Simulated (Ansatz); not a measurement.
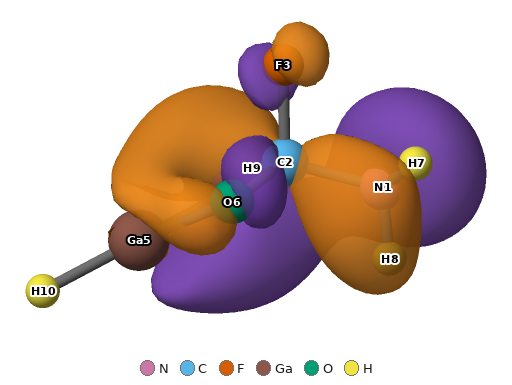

Figure. CH$_{4}$FGaN$_{2}$O. The HOMO−1 at ±0.08 Å⁻³ᐟ² (orange and purple are the two phases), seen at an oblique angle.

Computed with Ansatz 0.2.0, RKS BHLYP/def2-SVP.

Input

```
crystal:
  periodic: [false, false, false]
  atoms:
    - { symbol: "N", position_ang: [-0.0803, -1.6099, 0.642] }
    - { symbol: C, position_ang: [0.2674, -0.2777, 0.075] }
    - { symbol: F, position_ang: [-0.1054, -0.2062, -1.2789] }
    - { symbol: "N", position_ang: [-0.3121, 0.8121, 0.8012] }
    - { symbol: Ga, position_ang: [0.8945, 1.6747, -0.7767] }
    - { symbol: O, position_ang: [1.6529, -0.1106, 0.1976] }
    - { symbol: H, position_ang: [0.77378, -2.06012, 0.92709] }
    - { symbol: H, position_ang: [-0.62236, -1.35551, 1.50839] }
    - { symbol: H, position_ang: [-1.4062, 0.7841, 0.6355] }
    - { symbol: H, position_ang: [-0.1025, 2.874, -0.8373] }
basis:
  gaussian: { orbitals: def2-SVP }
hamiltonian:
  xc: { name: BHLYP }
relax:
  f_tol: 0.015
  max_steps: 40
output:
  orbitals: {}
```

Launched as:

```sh
ansatz run input.yaml --threads 2 --pin off --max-ram 3072MiB --backend cpu --events-out ev --progress --plain --runs-dir out
```

The fields are those of the run's last geometry, not of the input's.

Q: Describe this orbital and give its energy.

A: By Hirshfeld shares it lies mainly on N1 (about 40 %), N4 (about 30 %), Ga5 (about 5 %) and C2 (about 5 %); largely a combination of lone pairs on N1 and N4. Its energy is −8.83 eV.
